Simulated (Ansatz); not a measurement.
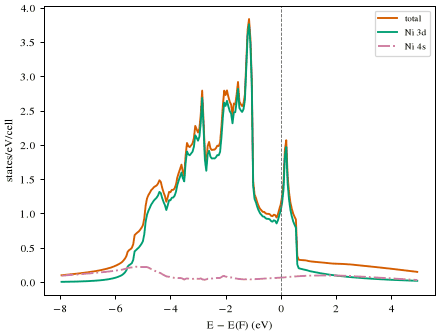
Total and projected density of states of Ni (fcc (Cu type), Fm-3m), r²SCAN in the plane-wave PAW code Ansatz

### Question
Which orbitals carry the states next to the Fermi level?

### Answer
Within 0.5 eV of the Fermi level: Ni 3d 92 %, Ni 4s 6 %. Projections are on Löwdin-orthogonalised atomic valence shells; empty p or d shells of many metals are not among them.

### Question
Where is the tallest occupied peak in this window, and what makes it?

### Answer
Near -1.1 eV, about 3.8 states/eV per cell; the largest projected share is Ni 3d.

The cell was relaxed with r²SCAN under the symmetry of its start. Magnetic state: ferromagnetic, chosen from 3 collinear starts compared on coarse meshes (ties went to the first, and starts can fall back to one state), not a proven ground state. Textbook magnetic order: ferromagnetic. Other orbital occupations within this spin state were not tried.

Potentials: the earlier of the program's two PAW sets.
